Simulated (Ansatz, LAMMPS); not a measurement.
# Relaxing amorphous 50SiO2-50GeO2 (mol %) (96 atoms)

Aim: bring amorphous 50SiO2-50GeO2 (mol %) (96 atoms) to a nearby minimum of the energy and see what moves.

Main program and level: Ansatz 0.2.0; Kohn-Sham DFT, PBE, PAW (set soft_2), plane waves.

## 1. The structure

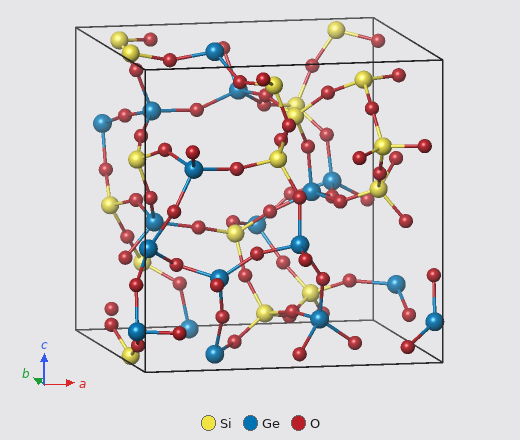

Start, viewed slightly off an axis; silicon yellow, germanium blue, oxygen red. Bonds to atoms that aren't drawn are left out. Some periodic images of atoms are drawn too.

The cell holds 96 atoms: 16 Si, 16 Ge and 64 O. Cell: a = 11.415 Å, b = 11.415 Å, c = 11.415 Å, α = 90.0°, β = 90.0°, γ = 90.0°. 96 atoms (16 Si, 16 Ge, 64 O) placed at random at 2.94 g/cm³, melted at 5000 K for 10 ps at fixed volume with the Morse and Coulomb pair potential with partial charges (Pedone, Malavasi, Menziani, Cormack and Segre, J. Phys. Chem. B 110, 11780 (2006)). Quenched from 5000 K to 300 K at 50 K/ps and fixed volume, held 5 ps, then minimised at fixed cell.

Limits known from the start: The quench rate of 50 K/ps is many orders above laboratory rates, so the cell is likely richer in defects and strain than a real sample. The network of bonds at the start is that of the classical potential that made the cell. Sampling is at Γ alone, for a cell whose shortest periodic width is 11 Å.

## 2. How the cell was made

A classical potential makes the cell, at a small fraction of what the same run would cost in DFT.

This step: classical MD, Morse and Coulomb pair potential with partial charges (Pedone, Malavasi, Menziani, Cormack and Segre, J. Phys. Chem. B 110, 11780 (2006)) (LAMMPS 22 Jul 2025 - Update 4).

Input file in.lmp:

```
# melt-quench of Si16Ge16O64
units metal
atom_style charge
boundary p p p
region box block 0 11.4145 0 11.4145 0 11.4145
create_box 3 box
mass 1 28.0850   # Si
mass 2 72.6300   # Ge
mass 3 15.9990   # O
create_atoms 1 random 16 39565 NULL overlap 1.5 maxtry 2000
create_atoms 2 random 16 39572 NULL overlap 1.5 maxtry 2000
create_atoms 3 random 64 39579 NULL overlap 1.5 maxtry 2000
pair_style hybrid/overlay pedone 5.5 coul/long 8.0
pair_coeff * * coul/long
pair_coeff 1 3 pedone 0.340554 2.006700 2.100000 1   # Si-O
pair_coeff 2 3 pedone 0.158118 2.294230 2.261313 5   # Ge-O
pair_coeff 3 3 pedone 0.042395 1.379316 3.618701 22   # O-O
set type 1 charge 2.4
set type 2 charge 2.4
set type 3 charge -1.2
kspace_style pppm 1.0e-4
neigh_modify delay 0 every 1 check yes
thermo_style custom step time temp pe press density
thermo_modify norm yes
timestep 0.002
thermo 100
min_style cg
minimize 1e-4 1e-4 200 2000
reset_timestep 0
velocity all create 5000 39566 mom yes dist gaussian
fix lim all nve/limit 0.05
fix lan all langevin 5000 5000 0.2 39567 zero yes
thermo 500
run 1000 post no
# [... 10 lines left out ...]
thermo 1250
fix md all nvt temp 300 300 0.2
run 2500 post no
unfix md
thermo 100
min_style cg
minimize 0 1e-3 2000 20000
write_dump all custom glass.dump id type xs ys zs modify sort id
```

Command:

```sh
> lmp -in in.lmp -log none -nocite
```

Numbers of over 12 decimals in the logs are rounded to 6 here.

What it wrote:

```text
LAMMPS (22 Jul 2025 - Update 4)
Created orthogonal box = (0 0 0) to (11.4145 11.4145 11.4145)
Created 16 atoms
Created 16 atoms
Created 64 atoms
PPPM initialization ...
  G vector (1/distance) = 0.37809743
  grid = 12 12 12
  estimated relative force accuracy = 7.7568743e-05
   Step          Time           Temp          PotEng         Press         Density
         0   0              0              0.81719323     563379.53      2.9425305
        82   0.164          0             -16.910535     -14085.395      2.9425305
Loop time of 0.0427941 s on 1 MPI rank(s) for 82 steps with 96 atoms
Minimization stats:
  Stopping criterion = energy tolerance
  Energy initial, next-to-last, final =
     0.817193229995497   -16.908877040879  -16.9105346279511
  Force two-norm initial, final = 356.83481 2.1996136
  Iterations, force evaluations = 82 101
   Step          Time           Temp          PotEng         Press         Density
[... 12 lines left out ...]
[... 1 line left out ...]
Loop time of 1.8025 s on 1 MPI rank(s) for 5000 steps with 96 atoms
   Step          Time           Temp          PotEng         Press         Density
[... 12 lines left out ...]
Loop time of 16.0802 s on 1 MPI rank(s) for 47000 steps with 96 atoms
   Step          Time           Temp          PotEng         Press         Density
[... 2 lines left out ...]
     55000   110            296.39753     -17.112708     -26220.777      2.9425305
     55500   111            302.11331     -17.107688     -19477.99       2.9425305
Loop time of 0.784632 s on 1 MPI rank(s) for 2500 steps with 96 atoms
   Step          Time           Temp          PotEng         Press         Density
     55500   111            302.11331     -17.107688     -19477.99       2.9425305
     55519   111.038        302.11331     -17.148797     -19473.585      2.9425305
Loop time of 0.0270942 s on 1 MPI rank(s) for 19 steps with 96 atoms
Minimization stats:
  Stopping criterion = linesearch alpha is zero
  Energy initial, next-to-last, final =
     -17.1076879289364  -17.1487966082375  -17.1487966082375
  Force two-norm initial, final = 14.125473 0.49886558
  Iterations, force evaluations = 19 71
```

The job ended after 19 s (1 thread of Arm Neoverse V2, shared host; peak memory 0.072 GiB).

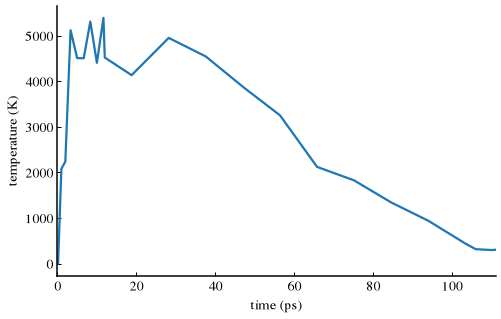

Temperature, plotted against time.

## 3. Single point at the start

The forces at the start show how far the geometry lies from a minimum of this functional.

Input file input.yaml:

```yaml
crystal:
  lattice:
    - [11.4145, 0.0, 0.0]
    - [0.0, 11.4145, 0.0]
    - [0.0, 0.0, 11.4145]
  atoms:
    - { symbol: Si, position: [0.49962, 0.22648, 0.65695] }
    - { symbol: Si, position: [0.46747, 0.15052, 0.9124] }
    - { symbol: Si, position: [0.82518, 0.11087, 0.70457] }
    - { symbol: Si, position: [0.21719, 0.97138, 0.22053] }
    - { symbol: Si, position: [0.71258, 0.88121, 0.73457] }
    - { symbol: Si, position: [0.07932, 0.84512, 0.43162] }
    - { symbol: Si, position: [0.44667, 0.61621, 0.35808] }
    - { symbol: Si, position: [0.8068, 0.31227, 0.89741] }
    - { symbol: Si, position: [0.09478, 0.77724, 0.98578] }
    - { symbol: Si, position: [0.03797, 0.37127, 0.00115] }
    - { symbol: Si, position: [0.72309, 0.71407, 0.13801] }
    - { symbol: Si, position: [0.61276, 0.46768, 0.761] }
    - { symbol: Si, position: [0.07749, 0.4471, 0.63838] }
    - { symbol: Si, position: [0.86098, 0.32817, 0.53227] }
    - { symbol: Si, position: [0.85321, 0.90357, 0.97679] }
    - { symbol: Si, position: [0.52561, 0.52693, 0.10388] }
    - { symbol: Ge, position: [0.08159, 0.96483, 0.6852] }
    - { symbol: Ge, position: [0.68223, 0.52634, 0.50089] }
    - { symbol: Ge, position: [0.21124, 0.2047, 0.63538] }
    - { symbol: Ge, position: [0.06419, 0.22985, 0.37428] }
    - { symbol: Ge, position: [0.55755, 0.16108, 0.38108] }
    - { symbol: Ge, position: [0.64716, 0.26185, 0.11819] }
    - { symbol: Ge, position: [0.8103, 0.78068, 0.49645] }
    - { symbol: Ge, position: [0.30648, 0.24314, 0.26594] }
    - { symbol: Ge, position: [0.16566, 0.57935, 0.41016] }
    - { symbol: Ge, position: [0.57681, 0.86358, 0.34745] }
    - { symbol: Ge, position: [0.99736, 0.10349, 0.12002] }
    - { symbol: Ge, position: [0.1825, 0.68765, 0.76181] }
    - { symbol: Ge, position: [0.32083, 0.3724, 0.99748] }
    - { symbol: Ge, position: [0.48011, 0.71567, 0.81678] }
    - { symbol: Ge, position: [0.35689, 0.89572, 0.00617] }
    - { symbol: Ge, position: [0.98354, 0.59876, 0.17481] }
    - { symbol: O, position: [0.7768, 0.63738, 0.46684] }
    - { symbol: O, position: [0.78531, 0.80902, 0.05569] }
    - { symbol: O, position: [0.00207, 0.13851, 0.26908] }
    - { symbol: O, position: [0.17447, 0.39354, 0.97121] }
    - { symbol: O, position: [0.56277, 0.18762, 0.53349] }
    - { symbol: O, position: [0.58851, 0.40156, 0.12596] }
    - { symbol: O, position: [0.8361, 0.6385, 0.18665] }
    - { symbol: O, position: [0.93966, 0.41373, 0.61971] }
    - { symbol: O, position: [0.12503, 0.82601, 0.72931] }
    - { symbol: O, position: [0.7707, 0.28216, 0.03251] }
    - { symbol: O, position: [0.1185, 0.56681, 0.69838] }
    - { symbol: O, position: [0.83667, 0.20724, 0.6013] }
    - { symbol: O, position: [0.14111, 0.18824, 0.5] }
    - { symbol: O, position: [0.12779, 0.47225, 0.5066] }
    - { symbol: O, position: [0.64478, 0.20439, 0.25899] }
    - { symbol: O, position: [0.03093, 0.23624, 0.05502] }
    - { symbol: O, position: [0.06813, 0.57671, 0.29619] }
    - { symbol: O, position: [0.94707, 0.03352, 0.71232] }
    - { symbol: O, position: [0.94606, 0.30122, 0.42689] }
    - { symbol: O, position: [0.77338, 0.90732, 0.8613] }
    - { symbol: O, position: [0.2639, 0.0966, 0.26594] }
    - { symbol: O, position: [0.13733, 0.71993, 0.46476] }
    - { symbol: O, position: [0.41491, 0.4907, 0.01911] }
    - { symbol: O, position: [0.12633, 0.67016, 0.90118] }
    - { symbol: O, position: [0.7984, 0.80652, 0.64648] }
    - { symbol: O, position: [0.33614, 0.69794, 0.75911] }
    - { symbol: O, position: [0.14899, 0.89578, 0.31825] }
    - { symbol: O, position: [0.8071, 0.19364, 0.81898] }
    - { symbol: O, position: [0.56176, 0.18305, 0.016] }
    - { symbol: O, position: [0.68882, 0.8544, 0.44837] }
    - { symbol: O, position: [0.54135, 0.01071, 0.35276] }
    - { symbol: O, position: [0.54019, 0.35759, 0.70057] }
    - { symbol: O, position: [0.58868, 0.8098, 0.75297] }
    - { symbol: O, position: [0.17806, 0.07836, 0.71069] }
    - { symbol: O, position: [0.98146, 0.85092, 0.94474] }
    - { symbol: O, position: [0.32986, 0.30002, 0.13093] }
    - { symbol: O, position: [0.17644, 0.30521, 0.30695] }
    - { symbol: O, position: [0.40357, 0.02974, 0.95109] }
    - { symbol: O, position: [0.64876, 0.79259, 0.23101] }
    - { symbol: O, position: [0.31474, 0.58006, 0.38747] }
    - { symbol: O, position: [0.11774, 0.00974, 0.12377] }
    - { symbol: O, position: [0.38046, 0.26446, 0.91] }
    - { symbol: O, position: [0.14338, 0.33087, 0.68478] }
    - { symbol: O, position: [0.67048, 0.52994, 0.65023] }
    - { symbol: O, position: [0.99687, 0.47288, 0.09119] }
    - { symbol: O, position: [0.47143, 0.75683, 0.37499] }
    [... 12 atom lines left out ...]
    - { symbol: O, position: [0.70762, 0.40205, 0.84518] }
    - { symbol: O, position: [0.4321, 0.24009, 0.34455] }
    - { symbol: O, position: [0.47078, 0.57715, 0.22432] }
    - { symbol: O, position: [0.93782, 0.81925, 0.42627] }
    - { symbol: O, position: [0.53898, 0.57493, 0.81771] }
    - { symbol: O, position: [0.63033, 0.62243, 0.07726] }
kpoints:
  mp_grid: { grid: [1, 1, 1] }
hamiltonian:
  xc: pbe
scf:
  occupations: { method: fermi_dirac, width: 0.025 }
output:
  forces: true
```

Command:

```sh
> ansatz run input.yaml --threads 4 --pin off --max-ram 8192MiB --backend cpu --events-out ev --progress --plain --runs-dir out
```

What it wrote:

```text
Engine: ansatz 0.2.0, aarch64-unknown-linux-gnu
Pseudopotentials: kind: paw
Pseudopotential: Si, paw, valence charge 4, recommended cutoff 420 eV (normal), Si.paw.azcp
Pseudopotential: Ge, paw, valence charge 14, recommended cutoff 420 eV (normal), Ge.paw.azcp
Pseudopotential: O, paw, valence charge 6, recommended cutoff 420 eV (normal), O.paw.azcp
[... 5 lines on functional and potentials left out ...]
Crystal: 96 atoms, lattice volume = 1487.204 Å³
Basis set: ecut = 420 eV, 28991 PW (Γ), exchange–correlation on 160×160×160 points (8 copies of the dense FFT grid, shifted against one another)
Bands: 432, of which v1, the nominal top of the filled ones, is band 336 counted from 1 (335 counted from 0)
Symmetry: 1 space group operations
Space group: P1 (ITA 1), of the structure as read, at distance tolerance 1.1e-4 Å
k-points: 1
[... 7 lines on functional and potentials left out ...]
Initial density: superposition of atomic densities (neutral atoms: chi_scale 0, normalization atom), corrected by the library's trained network
Initial wavefunctions: pseudopotential atomic-orbital guess
Functional: x = pbe(κ = 0.804, μ = 0.219515), c = pbe(β = 0.066725)
SCF iter   1: F=—  HF=-115244.798845 eV  |F-HF|=—  |Δ(HF+E_count)|=         —  Δρ=2.53e-3  dr2=1.07e-1  ethr=1.77e-3  ⟨swp⟩=5.0  Hψ=1659  notcnv=0  defer=80
preconditioner: auto → Resta (q_TF=auto, 2.390 Å⁻¹)  ε∞=2.7  [insulator: Δε(μ)=2.831 eV  Ē_g=19.332 eV  σ=0.025 eV  W_gap=1.00  n_scr=340 (ndim 8)  ℏωp=25.0 eV  f_vac=0.264  D(μ)=0.00/eV (n_scr^D=0)  ε∞_Penn≈2.7]
SCF iter   2: F=—  HF=-115244.814240 eV  |F-HF|=—  |Δ(HF+E_count)|=   1.54e-2  Δρ=1.31e-3  dr2=2.52e-2  ethr=1.60e-5  ⟨swp⟩=3.0  Hψ=680  notcnv=0  defer=90
SCF iter   3: F=—  HF=-115244.814473 eV  |F-HF|=—  |Δ(HF+E_count)|=   2.34e-4  Δρ=6.25e-4  dr2=5.96e-3  ethr=3.75e-6  ⟨swp⟩=2.0  Hψ=602  notcnv=0  defer=47
automatic band count: iteration 3 solves 389 bands in place of 432: the levels show a gap, and the empty bands left out lie too high to hold charge; the band table lists the bands solved (type scf.n_extra_bands for more)
SCF iter   4: F=—  HF=-115244.813713 eV  |F-HF|=—  |Δ(HF+E_count)|=   7.61e-4  Δρ=1.64e-4  dr2=5.41e-4  ethr=8.87e-7  ⟨swp⟩=2.0  Hψ=546  notcnv=0  defer=47
SCF iter   5: F=—  HF=-115244.813684 eV  |F-HF|=—  |Δ(HF+E_count)|=   2.92e-5  Δρ=1.10e-4  dr2=1.67e-4  ethr=8.06e-8  ⟨swp⟩=3.0  Hψ=577  notcnv=0  defer=47
SCF iter   6: F=—  HF=-115244.813648 eV  |F-HF|=—  |Δ(HF+E_count)|=   3.61e-5  Δρ=3.80e-5  dr2=2.21e-5  ethr=2.49e-8  ⟨swp⟩=2.0  Hψ=609  notcnv=0  defer=47
SCF iter   7: F=—  HF=-115244.813619 eV  |F-HF|=—  |Δ(HF+E_count)|=   2.87e-5  Δρ=1.44e-5  dr2=3.39e-6  ethr=3.29e-9  ⟨swp⟩=2.0  Hψ=699  notcnv=0  defer=47
SCF iter   8: F=—  HF=-115244.813619 eV  |F-HF|=—  |Δ(HF+E_count)|=   2.37e-7  Δρ=7.59e-6  dr2=7.20e-7  ethr=5.04e-10  ⟨swp⟩=2.0  Hψ=677  notcnv=0  defer=47
SCF iter   9: F=-115244.813619 eV  HF=-115244.813619 eV  |F-HF|=4.62e-8  |Δ(HF+E_count)|=   1.77e-7  Δρ=2.21e-6  dr2=7.01e-8  ethr=1.49e-11  ⟨swp⟩=3.0  Hψ=1339  notcnv=0
SCF 1 converged in 9 iterations: F = -115244.813619 eV  dr2 = 7.01e-8
  greatest PAW one-centre occupation: 0.999 electrons in one spin orbital (limit 2), on the Ge atom at site 19 (counted from 0), in its partial waves of l = 2
SCF converged after 9 iterations
Free energy (F): -115244.813619 eV
Harris-Foulkes:  -115244.813619 eV  (|F-HF|=4.62e-8)
Internal energy: -115244.813619 eV  (E = F + TS)
E sigma→0 (E₀):  -115244.813619 eV
Fermi energy:    3.514280 eV
--- Per-component energies (eV) ---
  E_band       = -5960.719709
  E_kinetic    = 13837.089928
  E_local      = -90296.315927  (includes V_loc(G=0)·N_el)
  E_nonlocal   = 10292.996189
  E_hartree    = 37790.077136
  E_xc         = -6792.491385
  E_vxc        = -7785.430313  (∫ρ·V_xc dr)
  E_paw        = -50814.594252  (= ΣΔE_a)
  E_vpaw       = -7589.366757  (= ΣTr[D̂ρ^β])
  E_aug_tail   = 0.168571  (compensation charges beyond the density's cutoff)
  E_ewald      = -29261.743878
  E_smearing   = -0.000000  (= −TS)
  E_closure    = 0.000000  (closes the sum)
  Σ components = -115244.813619   (vs F -115244.813619, Δ=0.00e0)
--- Forces (eV/Å), atoms counted from 1 ---
  atom   1  Si    -0.61680961     0.75541476     1.08047125
  atom   2  Si     0.32480222     1.05757409     1.02892044
  atom   3  Si     1.27207215     0.01907901     0.21369110
  atom   4  Si    -0.87703836     1.77262365    -0.78599817
  atom   5  Si     0.74237053    -0.23838195    -0.06667783
  atom   6  Si    -0.10842503    -0.71631794     0.49811490
  atom   7  Si     1.44866261     0.53928801    -0.67719576
  atom   8  Si    -0.89453010    -0.30276075    -0.10641724
  atom   9  Si    -0.08496331     0.24405059     0.33439487
  atom  10  Si    -0.52786359    -1.13096778     1.48877553
  atom  11  Si     0.04143990     0.22266288     0.53793965
  atom  12  Si     0.11503375    -1.40566025    -1.09968192
  atom  13  Si     0.10806891    -0.47609990    -1.67324997
  atom  14  Si     1.70069308     0.11418094     1.78062583
[...]
atom  95  O     -0.33824621    -0.27182098     1.08327182
  atom  96  O     -0.11373830    -0.03134914    -1.01898580
  max |Σ_I F_I| component: 3.85e-5 eV/Å
```

The job ended after 14 s (4 threads of Arm Neoverse V2, shared host; peak memory 2 GiB; 51 s of CPU time).

In the SCF lines HF is the Harris–Foulkes energy and dr2 the Hartree energy of the density residual, in eV; the loop may stop once dr2 is under the threshold and the program's other checks hold. Hψ counts applications of the Hamiltonian.

Read from the output:

| Item | Value |
| --- | --- |
| free energy | -115244.8136 eV |
| free energy per atom | -1200.4668 eV/atom |
| SCF cycles | 9 |
| r.m.s. force component | 0.7501 eV/Å |
| longest force | 2.465 eV/Å |
| Fermi energy | 3.514 eV |

The r.m.s. force component of 0.75 eV/Å sets the starting point.

Length of the force by element:

| element | coordination | atoms | mean length of the force (eV/Å) | spread | least | most |
| --- | --- | --- | --- | --- | --- | --- |
| Ge | all | 16 | 1.36 | 0.360 | 0.538 | 1.97 |
| O | all | 64 | 1.12 | 0.465 | 0.207 | 2.45 |
| Si | all | 16 | 1.41 | 0.549 | 0.423 | 2.46 |

(Continued in part 2 of 4.)

[Logs are printed without paths, hosts, clocks, repeated set-up lines and the standing remarks that a program may print on its own settings, such as how far it seeks lower states.]

[Hosts, paths, dates, database ids (printed as entryN), source tags and the programs' standing remarks are cut or masked in the printed files.]
